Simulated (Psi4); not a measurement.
# wB97X-V/def2-SVPD run of C2H2FS− (SMILES F/C=C/[S-])

What is the energy change on altering one bond length of C2H2FS− at wB97X-V/def2-SVPD? 

The calculation is run with Psi4 1.11.

3 further runs of the same task are left out: 3 set aside as unsound or not needed.

## Step 1: The structure to begin with

The species is C2H2FS− (6 atoms), meant as a singlet with charge -1. As SMILES, `F/C=C/[S-]`. The shape is that of a GFN2-xTB optimisation.

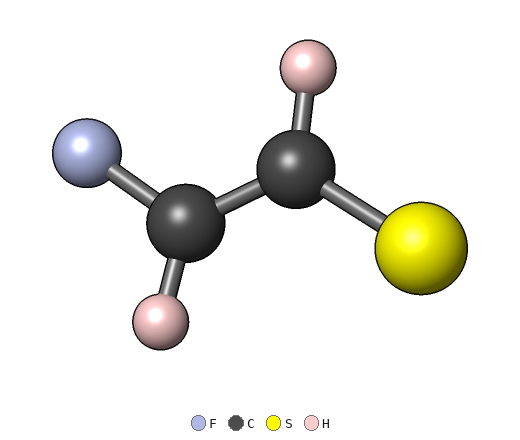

Viewed from a chosen angle; fluorine light blue, carbon dark grey, sulfur yellow, hydrogen pink.

## Step 2: The energy at wB97X-V/def2-SVPD

run_ase.py

```python
import numpy as np
from ase.calculators.psi4 import Psi4
from ase import Atoms

mol = Atoms(['F', 'C', 'C', 'S', 'H', 'H'], positions=[
    [1.396590, 0.836690, -0.899160],
    [0.575410, -0.142130, -0.344180],
    [-0.537520, 0.173870, 0.318660],
    [-1.591510, -0.961100, 1.023910],
    [0.960120, -1.131870, -0.523410],
    [-0.803090, 1.224540, 0.424180],
])
calc = Psi4(atoms=mol, method='wb97x-v', basis='def2-SVPD', memory='1600MB', num_threads=1, charge=-1, multiplicity=1, label='c2h2fs')
calc.psi4.set_options({'puream': True, 'e_convergence': 1e-09, 'd_convergence': 1e-08, 'scf_type': 'pk', 'dft_radial_points': 99, 'dft_spherical_points': 590})
mol.calc = calc

print(f'energy: {mol.get_potential_energy():.6f} eV')
```

Command:

```
$ python run_ase.py
```

c2h2fs.dat:

```text
[...]
  Running in c1 symmetry.
[...]
  Nuclear repulsion =  134.221734828224157
[...]
  Multiplicity = 1
[...]
  Nalpha       = 20
  Nbeta        = 20
[...]
    Number of basis functions: 106
[...]
   @RKS iter   1:  -574.97149946728939   -5.39840e-01   4.31244e-03 ADIIS/DIIS
[...]
   @RKS iter  13:  -575.10229039430124   -9.66338e-12   4.62416e-09 DIIS
[...]
    Orbital Energies [Eh]
    ---------------------
    Doubly Occupied:
       1A    -88.586423     2A    -24.606797     3A    -10.163505
       4A    -10.124894     5A     -7.782529     6A     -5.745405
       7A     -5.737838     8A     -5.736608     9A     -1.144949
      10A     -0.731180    11A     -0.596094    12A     -0.507512
      13A     -0.450088    14A     -0.397617    15A     -0.396355
      16A     -0.314715    17A     -0.258680    18A     -0.228131
      19A     -0.104595    20A     -0.084347
[...]
  @RKS Final Energy:  -575.10229039430124
   => Energetics <=
    Nuclear Repulsion Energy =            134.2217348282241574
    One-Electron Energy =               -1067.6592057629547980
    Two-Electron Energy =                 393.1063557540230136
    DFT Exchange-Correlation Energy =     -34.9327634210344939
    Empirical Dispersion Energy =           0.0000000000000000
    VV10 Nonlocal Energy =                  0.1615882074408892
    Total Energy =                       -575.1022903943012352
[...]
 Multipole Moments:
 ------------------------------------------------------------------------------------
     Multipole            Electronic (a.u.)      Nuclear  (a.u.)        Total (a.u.)
 ------------------------------------------------------------------------------------
 L = 1.  Multiply by 2.5417464519 to convert [e a0] to [Debye]
 Dipole X            :          2.1746727           -0.9168843            1.2577884
 Dipole Y            :          1.3106115           -0.5491152            0.7614963
 Dipole Z            :         -1.4013896            0.5924874           -0.8089022
 Magnitude           :                                                    1.6781630
[...]
```

The script printed:

```text
energy: -15649.330427 eV
```

Run time: 67 s. Hardware: 1 thread of Intel Xeon 6975P-C (Granite Rapids), shared host; peak memory 0.75 GiB.

## Step 3: The distorted shape, same level

run.py

```python
import psi4

psi4.set_memory(1600000000)
psi4.set_num_threads(1)
psi4.core.set_output_file('output.dat', False)

molecule = psi4.geometry("""
-1 1
F      2.93796665     1.90286539    -1.89909728
C      1.38616136     0.05316367    -0.85033707
C     -0.71697154     0.65031712     0.40224899
S     -3.00751802    -1.81621578     1.93490948
H      2.11315789    -1.81717387    -1.18903269
H     -1.21882611     2.63579567     0.60165289
units au
symmetry c1
no_reorient
no_com
""")

options = {'basis': 'def2-SVPD', 'reference': 'rks', 'puream': True, 'e_convergence': 1e-09, 'd_convergence': 1e-08, 'scf_type': 'pk', 'dft_radial_points': 99, 'dft_spherical_points': 590}
psi4.set_options(options)

e, wfn = psi4.energy('wb97x-v', return_wfn=True)
print(f'total energy {e:.8f} hartree = {e * 27.211386:.5f} eV')
```

Command:

```
$ python run.py
```

output.dat:

```text
[...]
  Running in c1 symmetry.
[...]
  Nuclear repulsion =  127.213373255539111
[...]
  Multiplicity = 1
[...]
  Nalpha       = 20
  Nbeta        = 20
[...]
    Number of basis functions: 106
[...]
   @RKS iter   1:  -574.96916674288127   -8.41072e-01   4.09662e-03 DIIS/ADIIS
[...]
   @RKS iter  13:  -575.09055343330226   -7.38964e-12   4.59959e-09 DIIS
[...]
    Orbital Energies [Eh]
    ---------------------
    Doubly Occupied:
       1A    -88.601695     2A    -24.621858     3A    -10.186724
       4A    -10.143025     5A     -7.792782     6A     -5.757610
       7A     -5.747211     8A     -5.746688     9A     -1.159884
      10A     -0.720940    11A     -0.577540    12A     -0.520480
      13A     -0.462990    14A     -0.411545    15A     -0.406004
      16A     -0.325829    17A     -0.239641    18A     -0.217221
      19A     -0.107908    20A     -0.096665
[...]
  @RKS Final Energy:  -575.09055343330226
   => Energetics <=
    Nuclear Repulsion Energy =            127.2133732555391106
    One-Electron Energy =               -1053.3744878844261166
    Two-Electron Energy =                 385.7651279973171654
    DFT Exchange-Correlation Energy =     -34.8566116977857945
    Empirical Dispersion Energy =           0.0000000000000000
    VV10 Nonlocal Energy =                  0.1620448960533694
    Total Energy =                       -575.0905534333023752
[...]
 Multipole Moments:
 ------------------------------------------------------------------------------------
     Multipole            Electronic (a.u.)      Nuclear  (a.u.)        Total (a.u.)
 ------------------------------------------------------------------------------------
 L = 1.  Multiply by 2.5417464519 to convert [e a0] to [Debye]
 Dipole X            :         18.6928439          -16.7691178            1.9237262
 Dipole Y            :          7.9587007           -6.8941574            1.0645433
 Dipole Z            :        -11.8221430           10.5907679           -1.2313751
 Magnitude           :                                                    2.5199721
[...]
```

Standard output:

```text
total energy -575.09055343 hartree = -15649.01103 eV
```

Run time: 65 s. Hardware: 1 thread of Intel Xeon 6975P-C (Granite Rapids), shared host; peak memory 0.74 GiB.

## Step 4: Summary of results

Level: wB97X-V/def2-SVPD.

| quantity | value |
| --- | --- |
| first shape: total energy | -575.10229 Eh |
| first shape: HOMO energy | -2.30 eV |
| first shape: LUMO energy | 6.31 eV |
| first shape: HOMO–LUMO gap (to an unbound level, set by the basis) | 8.60 eV |
| distorted shape: total energy | -575.09055 Eh |
| distorted shape: HOMO energy | -2.63 eV |
| distorted shape: LUMO energy | 6.14 eV |
| distorted shape: HOMO–LUMO gap (to an unbound level, set by the basis) | 8.77 eV |
| energy change with the C3–S4 bond stretched from 1.702 to 1.957 Å | 0.319 eV |

With the C3–S4 bond stretched from 1.702 to 1.957 Å the energy rises by 0.32 eV (30.8 kJ/mol). The first shape isn't relaxed at this level, so the change isn't measured from a minimum.
